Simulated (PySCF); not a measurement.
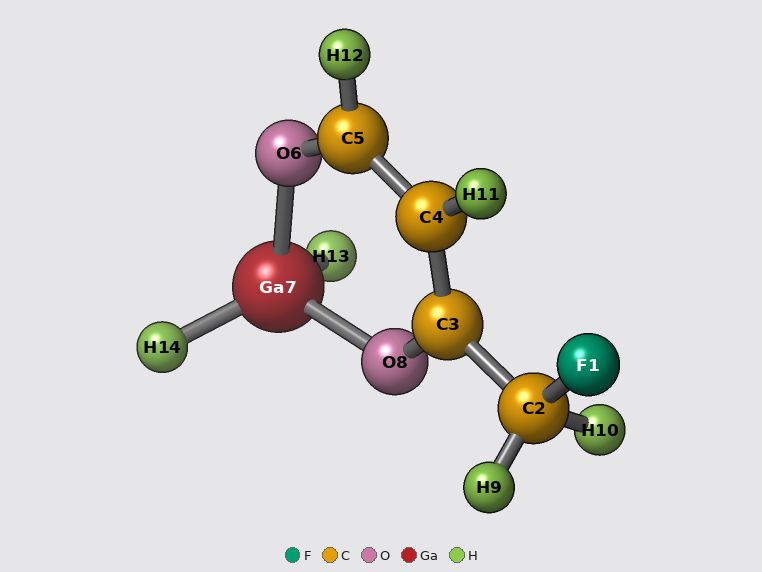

The geometry was computed by an optimisation with GFN2-xTB. No frequency run is at hand to confirm it as a minimum. Properties computed with B3LYP/pcJ-1 (pcSseg-1 on Ga) indirect spin-spin coupling, non-relativistic, gas phase (PySCF 2.14.0). Isotopes: 13C, 19F, 1H, 17O.

Give the spin–spin coupling constants of these pairs, with the number of bonds between them: F1/C2, F1/C3, F1/H10, F1/H9, F1/C4, F1/O8.

| pair | bonds apart | J (Hz) |
| --- | --- | --- |
| F1, C2 | 1 | −238.4 |
| F1, C3 | 2 | 14.9 |
| F1, H10 | 2 | 54.0 |
| F1, H9 | 2 | 53.9 |
| F1, C4 | 3 | 9.6 |
| F1, O8 | 3 | 2.5 |

Density functionals are unreliable for couplings to fluorine, so those rows may be far off.

The geometry is semi-empirical. Around Ga such bond lengths and angles can be off by a tenth of an ångström or more and by several degrees, and values that hang on the shape move with them.
